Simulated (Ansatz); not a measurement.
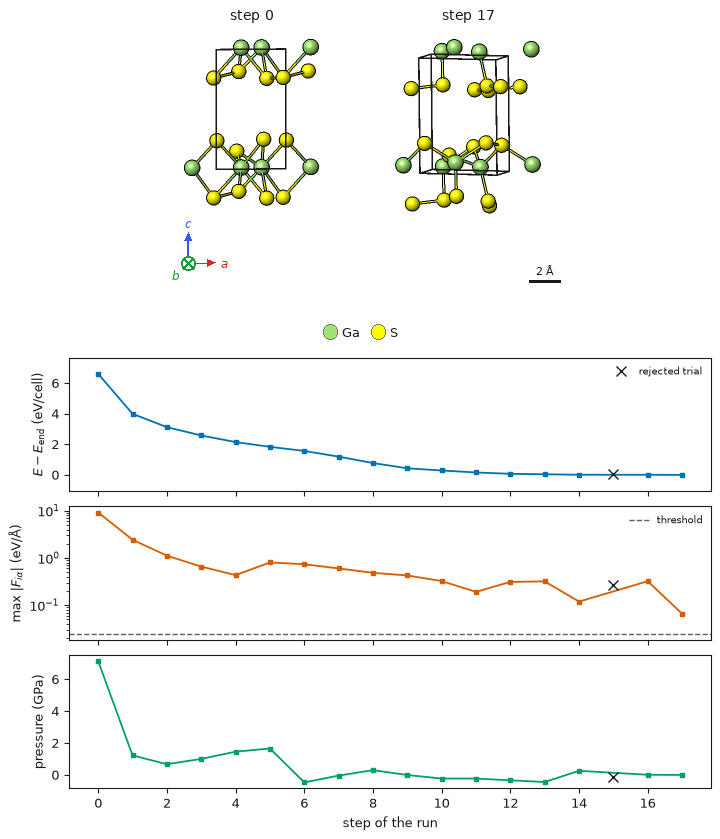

First and last geometry of a relaxation of crystalline GaS₃ (a generated structure, set up in P1) (coarse preliminary run), with the history of the run. A ball-and-stick model of the cell of the calculation, reduced to other axes, seen along the b axis. Lengths and directions refer to the drawn axes.

Theory: DFT PBE, scalar-relativistic, plane waves, PAW in Ansatz 0.2.0. Set-up: plane-wave cutoff 420 eV; k-point mesh 6 × 6 × 4; occupations gaussian; smearing width 0.2 eV; no spin polarisation; cell and atoms relaxed; force threshold 0.025 eV/Å; at most 60 steps.

**Did the run converge, and what did it change?**

The run was cut off at its time limit before the relaxation converged, so the last structure is only a point on the way. After 16 accepted moves (17 points after the start) the energy has fallen by 6.600 eV per cell of the calculation. Largest force component: 9.2 eV/Å at the start, 0.066 eV/Å at the end. The pressure goes from 7.13 to 0.00 GPa. The line search rejected the trial step at point 15 of the run. The largest move relative to the cell is that of an S atom, 1.73 Å roughly along +b. Largest moves by element: S 1.73 Å, Ga 1.40 Å. The volume changes by +13.1 %, with a 5.165 → 5.323 Å (+3.1 %), b 5.234 → 5.325 Å (+1.8 %), c 7.747 → 7.461 Å (−3.7 %), α 89.5° → 94.9°, β 89.3° → 92.7°, γ 60.5° → 78.0°. Among the contacts that change: Ga–S 2.859 → 5.845 Å, Ga–S 2.607 → 4.352 Å, Ga–S 2.637 → 4.247 Å, Ga–S 2.197 → 3.640 Å. New bonds form: S–S (2.76 → 2.13 Å). Bonds break: Ga–S (2.20 → 3.64 Å), Ga–S (2.61 → 4.35 Å). Bond angles that change, for instance: S–Ga–S 167.9° → 117.6°, S–Ga–S 68.6° → 112.7°, Ga–S–S 138.4° → 96.8°. The space group stays P1 (No. 1). The run took 7.7 min on 1 thread of Intel(R) Xeon(R) 6975P-C (Granite Rapids), on a shared host, peak memory 0.68 GiB.

| step | E − E(0), meV/atom | largest force component, eV/Å | pressure, GPa | volume, Å³/atom | note |
| --- | --- | --- | --- | --- | --- |
| 0 | 0.00 | 9.1566 | 7.13 | 22.774 |  |
| 1 | -326.16 | 2.4282 | 1.22 | 23.213 |  |
| 2 | -435.00 | 1.1206 | 0.67 | 23.688 |  |
| 3 | -503.02 | 0.6564 | 1.00 | 23.880 |  |
| 4 | -556.86 | 0.4344 | 1.46 | 24.170 |  |
| 5 | -595.85 | 0.8036 | 1.66 | 24.567 |  |
| 6 | -629.33 | 0.7371 | -0.47 | 25.436 |  |
| 7 | -675.79 | 0.6011 | -0.04 | 25.029 |  |
| 8 | -728.32 | 0.4846 | 0.30 | 24.752 |  |
| 9 | -771.15 | 0.4272 | -0.01 | 24.718 |  |
| 10 | -789.06 | 0.3246 | -0.23 | 24.938 |  |
| 11 | -805.11 | 0.1923 | -0.23 | 25.086 |  |
| 12 | -816.20 | 0.3117 | -0.34 | 25.329 |  |
| 13 | -819.87 | 0.3200 | -0.44 | 25.289 |  |
| 14 | -823.74 | 0.1194 | 0.26 | 25.346 |  |
| 15 | -818.67 | 0.2696 | -0.14 | 25.961 | rejected |
| 16 | -823.99 | 0.3222 | 0.01 | 25.648 |  |
| 17 | -825.05 | 0.0663 | 0.00 | 25.750 |  |
